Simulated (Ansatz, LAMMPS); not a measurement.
# A frame of aqueous Ca2+ and triflate, 1.2 mol of salt per kg of water from 300 K (152 atoms): where an added charge goes: runs compared

Does an extra electron or hole in a frame of aqueous Ca2+ and triflate, 1.2 mol of salt per kg of water from 300 K (152 atoms) stay spread out, or do the atoms trap it?

Computed with Ansatz 0.2.0: Kohn-Sham DFT, PBE+D3(BJ), PAW (set soft_2), plane waves.

In doubt: warnings of the run leave room for a lower electronic state (in some of the runs), so energies may not be the lowest and differences between runs may mislead.

## 1. The cell as built

The cell holds 152 atoms: 51 O, 2 S, 2 C, 6 F, 90 H and 1 Ca. Cell: a = 11.629 Å, b = 11.629 Å, c = 11.629 Å, α = 90.0°, β = 90.0°, γ = 90.0°. 45 H2O, 1 Ca2+, 2 triflate placed at random, at 1.21 g/cm³; overlaps pushed apart, then 10 ps at 420 K with divalent ions of Li, Roberts, Chakravorty and Merz (J. Chem. Theory Comput. 9, 2733 (2013)); MMFF94 bonds, angles, torsions, charges and radii (Halgren, J. Comput. Chem. 17, 490 (1996)) in harmonic and 12-6 forms; SPC/E water (Berendsen, Grigera and Straatsma, J. Phys. Chem. 91, 6269 (1987)). Snapshot after 20 ps at 300 K and fixed volume.

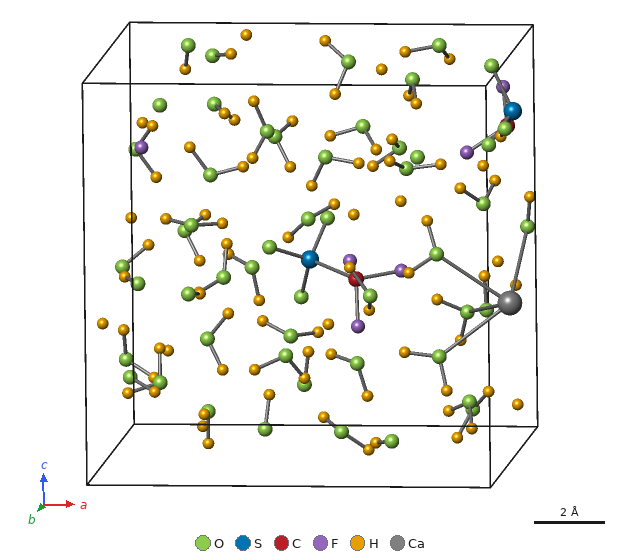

The cell as built. Bonds to atoms that aren't drawn are left out.

What the set-up can't give: The network of contacts between molecules at the start is that of the classical potential that made the cell, and needn't be the one that DFT or experiment would give. The Brillouin zone is sampled at Γ only, in a cell whose shortest periodic width is 12 Å. The liquid is relaxed first, so the results are those of a frozen frame at zero temperature.

## 2. The reference run

The reference is a single point at the end of the relaxation.

The charged cells start from the geometry of this run, on a uniform background, with spin and a narrow Fermi–Dirac smearing.

Its input, with most atom lines left out:

```yaml
crystal:
  lattice:
    - [11.62932, 0.0, 0.0]
    - [0.0, 11.62932, 0.0]
    - [0.0, 0.0, 11.62932]
  atoms:
    - { symbol: O, position: [0.91645, 0.26753, 0.925] }
    - { symbol: S, position: [0.98011, 0.27769, 0.81481] }
    - { symbol: O, position: [0.0917, 0.21878, 0.81452] }
    - { symbol: O, position: [0.90896, 0.25706, 0.71351] }
    - { symbol: C, position: [0.01454, 0.43428, 0.80424] }
    - { symbol: F, position: [0.08333, 0.45199, 0.71331] }
    - { symbol: F, position: [0.06677, 0.47413, 0.89891] }
    [... atom lines 8 to 152 left out ...]
kpoints:
  mp_grid: { grid: [1, 1, 1] }
hamiltonian:
  xc: pbe
  dispersion: d3bj
scf:
  occupations: { method: fermi_dirac, width: 0.025 }
output:
  forces: true
  stress: true
  populations: true
  dos:
    method: { smearing: { sigma: 0.1 } }
    de: 0.1
    projected: { site_lists: { C: [C], Ca: [Ca], F: [F], H: [H], O: [O] } }
  eigenvalues: true
  write_density: true
  write_potential: true
  volumetric_format: npy
  elf: true
```

- free energy per atom: -259.0100 eV/atom
- r.m.s. force component: 0.00684 eV/Å
- pressure: -0.02622 GPa

Filled and empty levels are parted by 5.01 eV (at Γ alone); a semilocal functional tends to put such gaps too low. In a disordered cell it changes from sample to sample and from frame to frame.

## 3. The runs

Each row is one run, on 4 threads of AMD EPYC 9R45, shared host. The free energy is the program's total, comparable only between runs with the same functional, potentials and atoms; between charge states it hangs on the program's zero of potential.

| run | atoms | outcome | ionic steps, all passes | free energy (eV) | time | host memory (GiB) |
| --- | --- | --- | --- | --- | --- | --- |
| Single point at the start | 152 | converged | - | -39360.169 | 5.8 s | 2.1 |
| Relaxation | 152 | converged | 59 | -39369.524 | 3.7 min | 2.1 |
| Single point at the relaxed geometry | 152 | converged | - | -39369.524 | 9 s | 2.1 |
| An extra electron, atoms held | 152 | converged | - | -39366.503 | 27 s | 3.5 |
| An extra electron, atoms relaxed | 152 | converged | 5 | -39366.521 | 49 s | 3.4 |
| An extra electron, levels at the relaxed geometry | 152 | converged | - | -39366.521 | 27 s | 3.5 |
| Neutral at the geometry of the electron | 152 | converged | - | -39369.504 | 7.6 s | 2.1 |
| An extra hole, atoms held | 152 | converged | - | -39367.275 | 54 s | 3.4 |
| An extra hole, atoms relaxed | 152 | converged | 13 | -39367.657 | 2.9 min | 3.4 |
| An extra hole, levels at the relaxed geometry | 152 | converged | - | -39367.657 | 24 s | 3.5 |
| Neutral at the geometry of the hole | 152 | converged | - | -39367.379 | 7.6 s | 2.1 |

In some runs the program notes that the exchange-correlation potential is rough where the density is thin and starting moments were not kept. Further notices: earlier solves read negative; negative dielectric reading.

A closer look about O80, which holds the most spin of the extra hole after relaxation: 9 atoms, nearest first, numbered in the order of the input, with positions taken from that point.

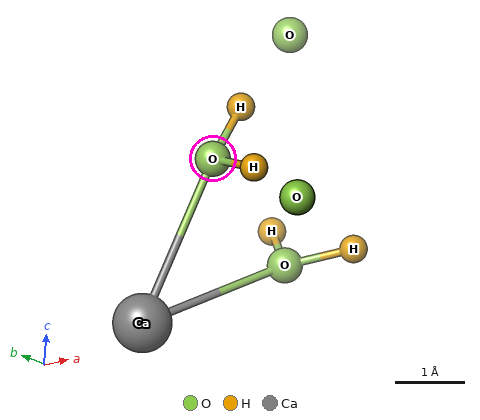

The atoms of the table, within 2.6 Å (arrows a, b, c point along x, y, z); some may hide others; the central atom is ringed.

| atom | x | y | z | distance (Å) | Löwdin charge (e) | moment (μB) |
| --- | --- | --- | --- | --- | --- | --- |
| O80 | 0.00 | 0.00 | 0.00 | 0.00 | -0.50 | 0.21 |
| H82 | 0.78 | 0.32 | 0.60 | 1.03 | 0.38 | 0.00 |
| H81 | -0.16 | -1.05 | 0.18 | 1.07 | 0.37 | 0.00 |
| O137 | 1.30 | -0.36 | -1.71 | 2.18 | -0.53 | 0.21 |
| H139 | 1.84 | 0.54 | -1.50 | 2.43 | 0.37 | 0.00 |
| O65 | -0.54 | -2.41 | 0.14 | 2.48 | -0.66 | 0.00 |
| O59 | 2.05 | 0.74 | 1.41 | 2.60 | -0.67 | 0.00 |
| H138 | 1.94 | -1.10 | -1.34 | 2.60 | 0.37 | 0.00 |
| Ca152 | -1.09 | 0.04 | -2.37 | 2.61 | 1.75 | 0.00 |

## 4. Energies and spread of the extra charge

Energies are differences within one cell and functional; the shift is the gain plus the neutral cell's energy at the new geometry, that is how much cheaper the vertical process becomes there. The spread is the participation number of the site moments (1/Σw², over the spin inside atomic spheres), with the atom that holds the largest share and the spin that the spheres hold in all.

| carrier | charged less neutral, atoms held (eV) | gain on relaxing (eV) | neutral cell at that geometry, less the reference (eV) | shift of the vertical energy (eV) | spread, atoms held | spread, relaxed |
| --- | --- | --- | --- | --- | --- | --- |
| electron | 3.021 | 0.019 | 0.020 | 0.039 | - | - |
| hole | 2.250 | 0.382 | 2.146 | 2.528 | 23; O41 9 % of 0.39 μB | 2; O80 48 % of 0.44 μB |

## 5. Findings

The extra electron gains 0.019 eV as the atoms relax: so small a gain shows no trapping at this level. The cell with the electron keeps a moment of only 0.00 μB where one unpaired electron should give 1 μB: the carrier is shared between both spins, which can hide trapping. The extra hole gains 0.38 eV as the atoms relax, and its spin goes from about 23 to 2 atoms: the atoms trap it, with the largest share on O80. The O80–O137 distance goes from 3.07 to 2.18 Å, a pair of like atoms sharing the hole in a three-electron bond, which semilocal functionals tend to over-stabilise. With the atoms held, the spheres hold only 0.39 of the 1.00 μB, so the spread is read from a small part of the spin. Adding the two vertical energies gives 5.27 eV, against a gap of 5.01 eV in the neutral cell. The zero of the potential cancels in this sum; the excess isn't taken apart here: charging of a small cell, filling of bands on a coarse mesh and the attraction to the background can all enter.

Caveats: Single energies of charged cells hang on the program's zero of potential. In the spin-polarised runs the search for a state of lower energy was switched off. No distortion was seeded, so a trapped state behind a barrier can't be found. Local and semilocal functionals favour spread-out charges, so trapping can be missed. The density was typed from a rule of thumb and may lie off the real one at this temperature. Charged cells carry a uniform background, with no correction for images.

The DFT runs together took 10 min of wall time.

[Logs are printed without paths, hosts, clocks, repeated set-up lines and the standing remarks that a program may print on its own settings, such as how far it seeks lower states.]

[Hosts, paths, dates, database ids (printed as entryN), source tags and the programs' standing remarks are cut or masked in the printed files.]

[The MMFF94 radii named for the starting cell were scaled by 0.96; in molecules described by MMFF94, hydrogen bound to N, O or S took a small fixed 12-6 site in their place.]
